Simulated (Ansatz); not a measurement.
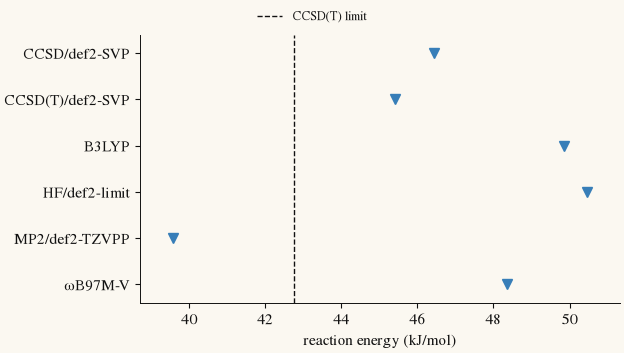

Electronic reaction energy of GeCl₃F ([F][Ge]([Cl])([Cl])[Cl]) + BSiNH₄O (OB1N[SiH2]1) → GeHOCl₂F ([OH][Ge]([F])([Cl])[Cl]) + BSiNH₃Cl (ClB1N[SiH2]1) (SMILES in brackets) at several levels (functionals in def2-TZVPP unless a basis is named), isolated molecules at PBE0-D4 triple-zeta geometries, minima by their frequencies, no zero-point or thermal terms, the Ansatz code 0.2.0. The line is frozen-core CCSD(T) at the basis limit (MP2 extrapolated from triple and quadruple zeta, plus CCSD(T) less MP2 in a smaller set). No dispersion term is added to B3LYP. The distance of CCSD/def2-SVP, CCSD(T)/def2-SVP and MP2/def2-TZVPP to the limit includes basis error.

Question: What do zero-point energy and temperature add?

Answer: Zero-point change −2.8 kJ/mol; at 298.15 K and 1 bar the CCSD(T) limit plus thermal terms gives an enthalpy of reaction of 40.8 and a free energy of 34.9 kJ/mol (harmonic PBE0-D4 modes, ideal gas).

Question: What range do the values span, the line included?

Answer: From 39.6 kJ/mol (MP2/def2-TZVPP) to 50.5 kJ/mol (HF/def2-limit).

Caveats: no scalar relativity up to krypton; outer-core shells are correlated without core-valence functions, which makes the correlated values less sure.
